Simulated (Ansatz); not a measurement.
# Σ5 (210) boundary in fcc Ag, starting shift (0.25, 0.5): structure and resistance, part 3 of 3

Aim: the relaxed structure and the specific resistance of the Σ5 (210) boundary in fcc Ag, starting shift (0.25, 0.5).

Ansatz 0.2.0; Ansatz plane-wave DFT, PBE, PAW files; relaxation of a bicrystal slab with its lowest layers held; PAW set soft_1 (the session's first sound run).

So far. Step 3 (Transmission across the boundary): Over the solved energies the transmission per spin lies between 1.80 and 1.83, out of 2.14 channels of the lead on average (up to 2.16). Step 4 (Specific resistance): Averaged over the energies near the Fermi level, 84.5 % of the channels pass, which makes 0.205 fΩ m².

### 5. Single-crystal slab for reference

This step: Ansatz plane-wave DFT, PBE, PAW files; relaxation of a single-crystal slab with its lowest layers held; PAW set soft_1 (Ansatz 0.2.0).

System of this step: Ag slab, plane (2, 1, 0). The cell holds 22 atoms: 22 Ag. Its edges and angles: a = 5.005 Å, b = 4.086 Å, c = 30.188 Å, α = 90.0°, β = 90.0°, γ = 65.9°. It derives from Ag. Vacuum lies along c.

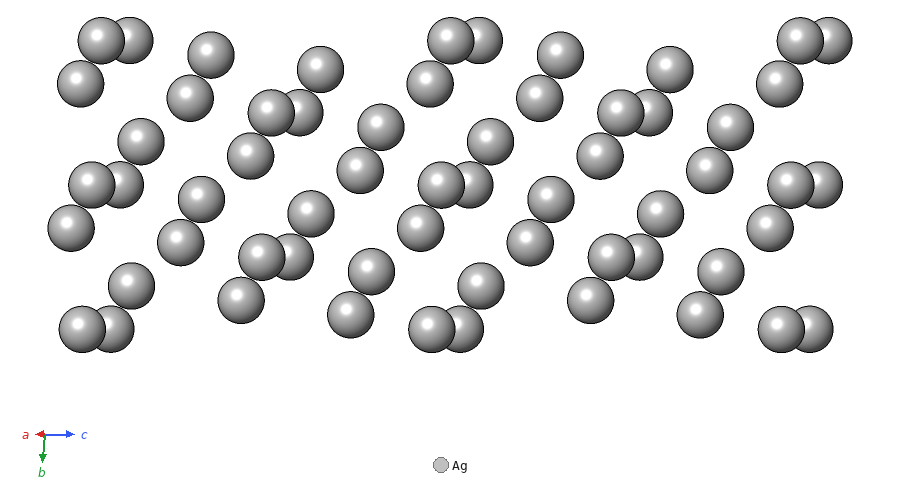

The cell of this step (silver light grey). 1×2×1 cells are drawn. Some periodic images of atoms are drawn too.

input.yaml reads:

```yaml
crystal:
  lattice:
    - [5.0045524935, 0.0, 0.0]
    - [1.6681841645, 3.7301731908, 0.0]
    - [0.0, 0.0, 30.187744037]
  atoms:
    - { symbol: Ag, position: [0.4000000003, 0.2999999998, 0.165630131] }
    - { symbol: Ag, position: [3.0e-10, 0.9999999998, 0.1958974506] }
    - { symbol: Ag, position: [0.6000000003, 0.6999999998, 0.2261647702] }
    - { symbol: Ag, position: [0.2000000002, 0.3999999998, 0.2564320898] }
    - { symbol: Ag, position: [0.8000000002, 0.0999999998, 0.2866994094] }
    - { symbol: Ag, position: [0.4000000002, 0.7999999998, 0.3169667291] }
    - { symbol: Ag, position: [2.0e-10, 0.4999999998, 0.3472340487] }
    - { symbol: Ag, position: [0.6000000002, 0.1999999998, 0.3775013683] }
    - { symbol: Ag, position: [0.2000000002, 0.8999999999, 0.4077686879] }
    - { symbol: Ag, position: [0.8000000002, 0.5999999999, 0.4380360075] }
    - { symbol: Ag, position: [0.4000000001, 0.2999999999, 0.4683033271] }
    - { symbol: Ag, position: [1.0e-10, 0.9999999999, 0.4985706467] }
    - { symbol: Ag, position: [0.6000000001, 0.6999999999, 0.5288379663] }
    - { symbol: Ag, position: [0.2000000001, 0.3999999999, 0.5591052859] }
    - { symbol: Ag, position: [0.8000000001, 0.0999999999, 0.5893726055] }
    - { symbol: Ag, position: [0.4000000001, 0.7999999999, 0.6196399251] }
    - { symbol: Ag, position: [1.0e-10, 0.4999999999, 0.6499072447] }
    - { symbol: Ag, position: [0.6000000001, 0.2, 0.6801745643] }
    - { symbol: Ag, position: [0.2, 0.9, 0.710441884] }
    - { symbol: Ag, position: [0.8, 0.6, 0.7407092036] }
    - { symbol: Ag, position: [0.4, 0.3, 0.7709765232] }
    - { symbol: Ag, position: [0.0, 0.0, 0.8012438428] }
kpoints:
  mp_grid: { grid: [6, 6, 1] }
hamiltonian:
  xc: pbe
  pseudopotentials: { kind: paw, azcp: { folder: soft_1 } }
scf:
  occupations: { method: fermi_dirac, width: 0.1 }
relax:
  f_tol: 0.03
  max_steps: 80
  constraints: [{ sites: [0, 1, 2, 3] }]
```

Run with:

```bash
ansatz run input.yaml --threads 4 --pin off --max-ram 15360MiB --backend cpu --events-out ev --progress --plain --runs-dir out
```

Numbers of over 12 decimals in the logs are rounded to 6 here.

The log of the run:

```text
Warning: crystal.symmetry: narrowed to the stabiliser of the relax constraints — unitary ops 4 → 2; lowered at sites 0, 1, 2, 3, 18, 19, 20, 21 (the operations that carried what is held of a site onto what its image site leaves free; the constrained walk keeps no symmetry that its constraints do not admit)
[...]
Crystal: 22 atoms, lattice volume = 563.540 Å³
Basis set: ecut = 420 eV, 11077 PW (Γ), exchange–correlation on 72×60×432 points (8 copies of the dense FFT grid, shifted against one another)
Bands: 251, of which v1, the nominal top of the filled ones, is band 209 counted from 1 (208 counted from 0)
Symmetry: 2 space group operations
k-points: 13 of 36 (time reversal used)
[...]
SCF iter   1: F=—  HF=-166996.293577 eV  |F-HF|=—  |Δ(HF+E_count)|=         —  Δρ=5.46e-2  dr2=1.89e1  ethr=3.10e-3  ⟨swp⟩=6.1  Hψ=11508  notcnv=0  defer=92
[...]
SCF iter   8: F=-166991.280119 eV  HF=-166991.280119 eV  |F-HF|=4.52e-7  |Δ(HF+E_count)|=   6.01e-6  Δρ=1.29e-5  dr2=1.36e-6  ethr=5.38e-9  ⟨swp⟩=4.3  Hψ=10304  notcnv=0
SCF 1 converged in 8 iterations: F = -166991.280119 eV  dr2 = 1.36e-6
[...]
relax step   1: F+E_penalty+E_count = -166991.28011852 eV  Δ(F+E_penalty+E_count) = +0.000e0 eV  max|allowed force component| = 3.797e-1 eV/Å  Δτ_max = 0.0000 Å  (8 SCF iters, dr2 threshold 2.25e-5 eV, accepted)
[...]
SCF iter   6: F=-166991.357842 eV  HF=-166991.357843 eV  |F-HF|=3.90e-7  |Δ(HF+E_count)|=   1.13e-6  Δρ=1.28e-5  dr2=9.76e-7  ethr=2.16e-9  ⟨swp⟩=5.0  Hψ=11016  notcnv=0
SCF 2 converged in 6 iterations: F = -166991.357842 eV  dr2 = 9.76e-7
[...]
relax step   2: F+E_penalty+E_count = -166991.35784222 eV  Δ(F+E_penalty+E_count) = -7.772e-2 eV  max|allowed force component| = 7.761e-2 eV/Å  Δτ_max = 0.1912 Å  (6 SCF iters, dr2 threshold 9.01e-6 eV, accepted)
SCF iter   1: F=—  HF=-166991.539515 eV  |F-HF|=—  |Δ(HF+E_count)|=         —  Δρ=7.41e-3  dr2=3.43e-1  ethr=7.29e-4  ⟨swp⟩=7.4  Hψ=8784  notcnv=0  defer=281
[...]
SCF iter   8: F=-166991.417734 eV  HF=-166991.417734 eV  |F-HF|=2.09e-8  |Δ(HF+E_count)|=   7.26e-8  Δρ=2.91e-6  dr2=4.98e-8  ethr=2.39e-11  ⟨swp⟩=4.9  Hψ=10571  notcnv=0
SCF 3 converged in 8 iterations: F = -166991.417734 eV  dr2 = 4.98e-8
relax step   3: F+E_penalty+E_count = -166991.41773423 eV  Δ(F+E_penalty+E_count) = -5.989e-2 eV  max|allowed force component| = 9.031e-2 eV/Å  Δτ_max = 0.1948 Å  (8 SCF iters, accepted)
[...]
relax step   4: F+E_penalty+E_count = -166991.43771019 eV  Δ(F+E_penalty+E_count) = -1.998e-2 eV  max|allowed force component| = 4.747e-2 eV/Å  Δτ_max = 0.1882 Å  (8 SCF iters, accepted)
SCF iter   1: F=—  HF=-166991.451198 eV  |F-HF|=—  |Δ(HF+E_count)|=         —  Δρ=2.20e-3  dr2=3.62e-2  ethr=6.91e-5  ⟨swp⟩=4.2  Hψ=6831  notcnv=0  defer=351
[...]
SCF iter   7: F=-166991.440056 eV  HF=-166991.440056 eV  |F-HF|=3.53e-8  |Δ(HF+E_count)|=   6.04e-8  Δρ=2.97e-6  dr2=5.62e-8  ethr=2.39e-11  ⟨swp⟩=4.9  Hψ=11254  notcnv=0
SCF 5 converged in 7 iterations: F = -166991.440056 eV  dr2 = 5.62e-8
relax step   5: F+E_penalty+E_count = -166991.44005603 eV  Δ(F+E_penalty+E_count) = -2.346e-3 eV  max|allowed force component| = 8.619e-3 eV/Å  Δτ_max = 0.0579 Å  (7 SCF iters, accepted)
SCF converged after 7 iterations
Free energy (F): -166991.440056 eV
[...]
Internal energy: -166991.239271 eV  (E = F + TS)
E sigma→0 (E₀):  -166991.339664 eV
Entropy (-TS):   -0.200785 eV (-9.127 meV/atom)
Fermi energy:    10.114637 eV
[...]
--- Forces (eV/Å), atoms counted from 1 ---
  atom   1  Ag    -0.02022451     0.00904468     0.19134974
  atom   2  Ag    -0.03413335     0.01526490    -0.14800099
  atom   3  Ag     0.03331872    -0.01490058    -0.18175311
  atom   4  Ag    -0.00361835     0.00161818     0.13789773
  atom   5  Ag    -0.00051901     0.00023211    -0.00304491
  atom   6  Ag     0.00136832    -0.00061193     0.00127960
  atom   7  Ag    -0.00086368     0.00038625     0.00026747
  atom   8  Ag     0.00106725    -0.00047729     0.00099172
  atom   9  Ag     0.00050193    -0.00022447     0.00151571
  atom  10  Ag     0.00088776    -0.00039702    -0.00019349
  atom  11  Ag     0.00096034    -0.00042948     0.00079923
  atom  12  Ag     0.00179733    -0.00080379     0.00191932
  atom  13  Ag     0.00186854    -0.00083563     0.00102712
  atom  14  Ag     0.00186717    -0.00083502    -0.00180373
  atom  15  Ag     0.00247158    -0.00110532    -0.00338492
  atom  16  Ag     0.00141038    -0.00063074    -0.00170944
  atom  17  Ag     0.00167678    -0.00074988     0.00042342
  atom  18  Ag     0.00337106    -0.00150758     0.00177966
  atom  19  Ag     0.00294611    -0.00131754     0.00117923
  atom  20  Ag     0.00053886    -0.00024098     0.00540008
  atom  21  Ag     0.00331703    -0.00148342     0.00265242
  atom  22  Ag    -0.00001279     0.00000572    -0.00861866
  max |Σ_I F_I| component: 2.68e-5 eV/Å
--- Relaxed structure (5 steps of the walk, 5 accepted, 0 SCFs on fresh bases) ---
  F+E_penalty+E_count = -166991.44005603 eV   max|allowed force component| = 8.619e-3 eV/Å
  atoms:
    - { symbol: Ag, position: [0.400000, 0.300000, 0.165630] }
    - { symbol: Ag, position: [2.9090901909611944e-10, 1.000000, 0.195897] }
    - { symbol: Ag, position: [0.600000, 0.700000, 0.226165] }
    - { symbol: Ag, position: [0.200000, 0.400000, 0.256432] }
    - { symbol: Ag, position: [0.800758, 0.099621, 0.289101] }
    - { symbol: Ag, position: [0.402314, 0.798843, 0.319712] }
    - { symbol: Ag, position: [0.00387673, 0.498062, 0.350918] }
    - { symbol: Ag, position: [0.602932, 0.198534, 0.382657] }
    - { symbol: Ag, position: [0.202784, 0.898608, 0.413717] }
    - { symbol: Ag, position: [0.803323, 0.598338, 0.445220] }
    - { symbol: Ag, position: [0.403757, 0.298122, 0.476641] }
    - { symbol: Ag, position: [0.0042002, 0.997900, 0.507579] }
    - { symbol: Ag, position: [0.604790, 0.697605, 0.539058] }
    - { symbol: Ag, position: [0.205724, 0.397138, 0.570513] }
    - { symbol: Ag, position: [0.806352, 0.096824, 0.601657] }
    - { symbol: Ag, position: [0.406562, 0.796719, 0.633256] }
    - { symbol: Ag, position: [0.00780638, 0.496097, 0.664644] }
    - { symbol: Ag, position: [0.612137, 0.193932, 0.695580] }
    - { symbol: Ag, position: [0.214690, 0.892655, 0.726637] }
    - { symbol: Ag, position: [0.811770, 0.594115, 0.759506] }
    - { symbol: Ag, position: [0.417811, 0.291095, 0.789797] }
    - { symbol: Ag, position: [0.021897, -0.010948, 0.816807] }
```

Elapsed: 2.2 min, on 4 threads of Intel Xeon Platinum 8488C (Sapphire Rapids), shared host; peak memory 3.3 GiB; 8.5 min of CPU time.

The steps of the relaxation:

| step | energy less that of the first step (eV) | largest force component (eV/Å) |
| --- | --- | --- |
| 1 | 0.0000 | 0.3797 |
| 2 | -0.0777 | 0.0776 |
| 3 | -0.1376 | 0.0903 |
| 4 | -0.1576 | 0.0475 |
| 5 | -0.1599 | 0.0086 |

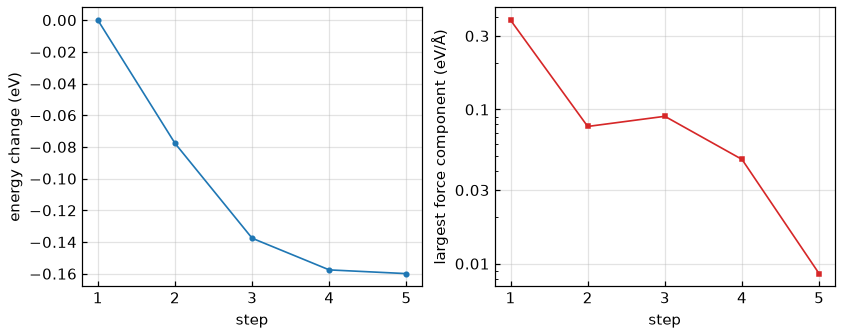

Energy and largest force along the relaxation.

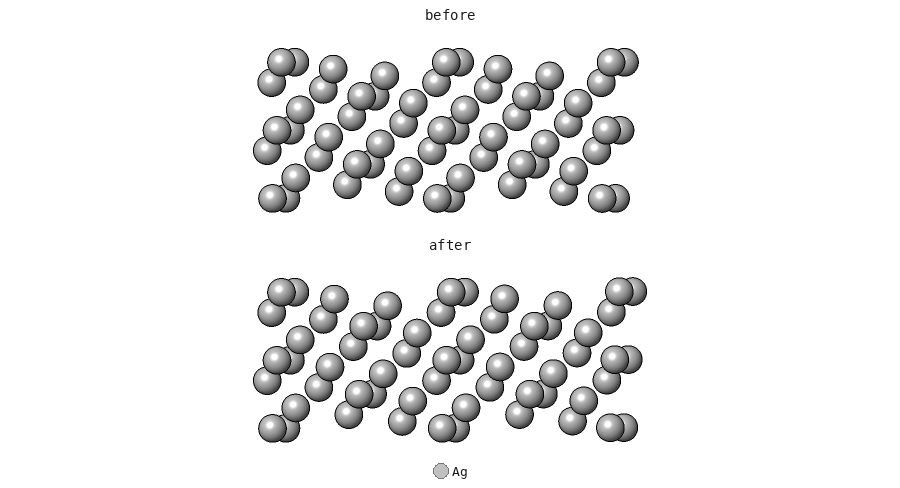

The structure before and after the relaxation, drawn at the same scale.

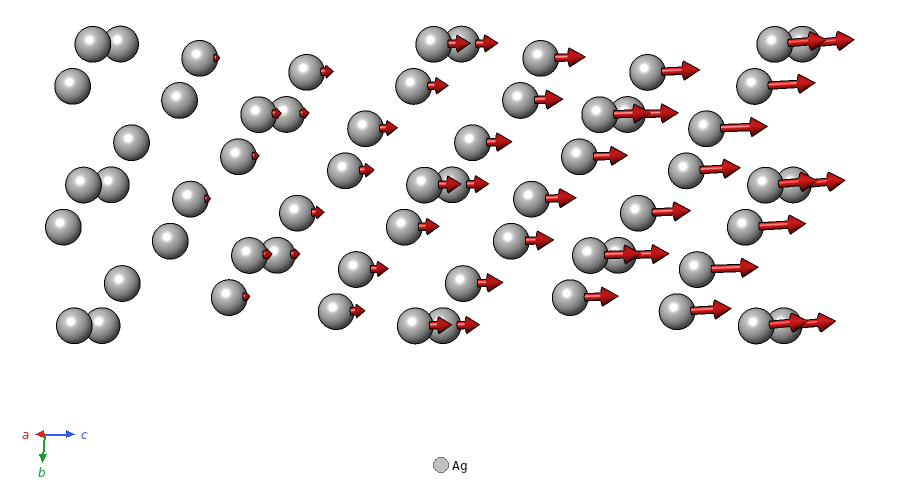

Displacements in the relaxation, exaggerated; the longest in the cell stands for 0.57 Å. 1×2×1 cells are drawn. Some periodic images of atoms are drawn too.

The atoms that moved most (Å):

| atom | dx | dy | dz | length |
| --- | --- | --- | --- | --- |
| Ag21 | 0.074 | -0.033 | 0.568 | 0.574 |
| Ag20 | 0.049 | -0.022 | 0.567 | 0.570 |
| Ag19 | 0.061 | -0.027 | 0.489 | 0.493 |
| Ag22 | 0.091 | -0.041 | 0.470 | 0.480 |
| Ag18 | 0.051 | -0.023 | 0.465 | 0.468 |
| Ag17 | 0.033 | -0.015 | 0.445 | 0.446 |
| Ag16 | 0.027 | -0.012 | 0.411 | 0.412 |
| Ag15 | 0.026 | -0.012 | 0.371 | 0.372 |

Final coordinates:

```cif
data_structure
_symmetry_space_group_name_H-M 'P 1'
_symmetry_Int_Tables_number 1
_cell_length_a 5.0046
_cell_length_b 4.0862
_cell_length_c 30.1877
_cell_angle_alpha 90.000
_cell_angle_beta 90.000
_cell_angle_gamma 65.905
_cell_volume 563.54
loop_
_atom_site_label
_atom_site_type_symbol
_atom_site_fract_x
_atom_site_fract_y
_atom_site_fract_z
_atom_site_occupancy
Ag1 Ag 0.40000 0.30000 0.16563 1
Ag2 Ag 0.00000 0.00000 0.19590 1
Ag3 Ag 0.60000 0.70000 0.22616 1
Ag4 Ag 0.20000 0.40000 0.25643 1
Ag5 Ag 0.80076 0.09962 0.28910 1
Ag6 Ag 0.40231 0.79884 0.31971 1
Ag7 Ag 0.00388 0.49806 0.35092 1
Ag8 Ag 0.60293 0.19853 0.38266 1
Ag9 Ag 0.20278 0.89861 0.41372 1
Ag10 Ag 0.80332 0.59834 0.44522 1
Ag11 Ag 0.40376 0.29812 0.47664 1
Ag12 Ag 0.00420 0.99790 0.50758 1
Ag13 Ag 0.60479 0.69761 0.53906 1
Ag14 Ag 0.20572 0.39714 0.57051 1
Ag15 Ag 0.80635 0.09682 0.60166 1
Ag16 Ag 0.40656 0.79672 0.63326 1
Ag17 Ag 0.00781 0.49610 0.66464 1
Ag18 Ag 0.61214 0.19393 0.69558 1
Ag19 Ag 0.21469 0.89266 0.72664 1
Ag20 Ag 0.81177 0.59411 0.75951 1
Ag21 Ag 0.41781 0.29109 0.78980 1
Ag22 Ag 0.02190 0.98905 0.81681 1
```

Numbers from this step:

- free energy: -166991.4401 eV
- energy at zero smearing: -166991.3397 eV
- Fermi energy: 10.11 eV

The largest force component on a free atom ends at 0.0086 eV/Å, under the tolerance of 0.03, after 5 steps.

### 6. Bulk reference

This step: Ansatz plane-wave DFT, PBE, PAW files; bulk reference; PAW set soft_1 (Ansatz 0.2.0).

System of this step: Ag. The structure is cubic, space group Fm-3m (No. 225). Conventional cell: a = 4.086 Å, b = 4.086 Å, c = 4.086 Å, α = 90.00°, β = 90.00°, γ = 90.00°. Ag has 12 Ag at 2.89 Å nearest.

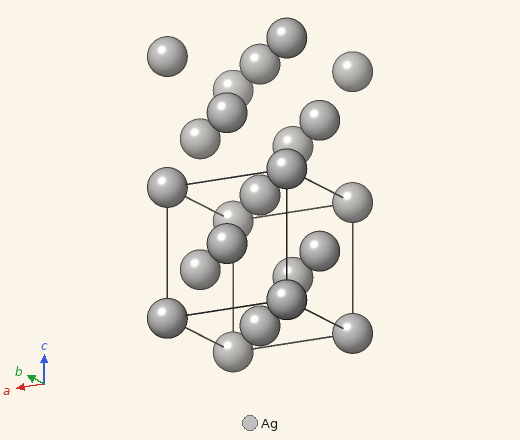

The cell of this step (silver light grey). 1×1×2 conventional cells are drawn. Some periodic images of atoms are drawn too.

input.yaml, the sections that differ from step 5:

```yaml
crystal:
  lattice:
    - [0.0, 2.0431, 2.0431]
    - [2.0431, 0.0, 2.0431]
    - [2.0431, 2.0431, 0.0]
  atoms:
    - { symbol: Ag, position: [0.0, 0.0, 0.0] }
kpoints:
  mp_grid: { grid: [18, 18, 18] }
# hamiltonian, scf: as in step 5
# relax: removed
```

The log of the run:

```text
[...]
Crystal: 1 atoms, lattice volume = 17.057 Å³
Basis set: ecut = 420 eV, 331 PW (Γ)
Bands: 14, of which v1, the nominal top of the filled ones, is band 10 counted from 1 (9 counted from 0)
Symmetry: 48 space group operations
[...]
k-points: 195 of 5832
[...]
SCF iter   1: F=—  HF=-7590.851917 eV  |F-HF|=—  |Δ(HF+E_count)|=         —  Δρ=6.99e-2  dr2=8.91e-1  ethr=3.10e-3  ⟨swp⟩=4.8  Hψ=13598  notcnv=0
[...]
SCF iter   6: F=-7590.609256 eV  HF=-7590.609256 eV  |F-HF|=2.22e-9  |Δ(HF+E_count)|=   1.52e-7  Δρ=5.85e-6  dr2=5.76e-9  ethr=4.40e-10  ⟨swp⟩=1.0  Hψ=7318  notcnv=0
SCF 1 converged in 6 iterations: F = -7590.609256 eV  dr2 = 5.76e-9
[...]
SCF converged after 6 iterations
Free energy (F): -7590.609256 eV
[...]
Internal energy: -7590.601829 eV  (E = F + TS)
E sigma→0 (E₀):  -7590.605543 eV
Entropy (-TS):   -0.007428 eV (-7.428 meV/atom)
Fermi energy:    17.239152 eV
[...]
```

Wall time 0.44 s (4 threads); peak memory 0.35 GiB; 1.3 s of CPU time.

This step gave:

| Quantity | Value |
| --- | --- |
| free energy | -7590.6093 eV |
| energy at zero smearing | -7590.6055 eV |
| Fermi energy | 17.24 eV |

### 7. Boundary energy

This step: Ansatz plane-wave DFT, PBE, PAW files; bicrystal less single-crystal slab less bulk atoms, a boundary area; PAW set soft_1 (Ansatz 0.2.0).

This step gave:

```yaml
excess_energy_of_the_cell: 0.6147 eV
boundary_energy: 0.5275 J/m²
```

The boundary costs 0.53 J/m².

By hand: 0.615 eV / 18.67 Å² × 16.02 = 0.528 J/m².

### 8. What came out

```json
{"specific resistance of the boundary": "0.205 fΩ m²", "share of channels that pass": "0.845", "boundary energy": "0.528 J/m²"}
```

What this shows: The boundary has a specific resistance of 0.21 fΩ m² and an energy of 0.53 J/m². The boundary reflects 15 % of the channels; 0.21 fΩ m² is 2.1×10⁻¹² Ω·cm². That equals the resistance of 13 nm of bulk Ag at 300 K (measured 1.629 µΩ cm, CRC Handbook of Chemistry and Physics, 84th ed., 2003, Electrical Resistivity of Pure Metals). In the relaxation the upper grain slid sideways by about 1.2 Å, so the result belongs to the position that it found, not to the starting one. One starting structure was relaxed; another shift or atom count at the boundary may lie lower.

[Logs are printed without paths, hosts, clocks, repeated set-up lines and the standing remarks that a program may print on its own settings, such as how far it seeks lower states.]

[Hosts, paths, dates, database ids (printed as entryN), source tags and the programs' standing remarks are cut or masked in the printed files.]
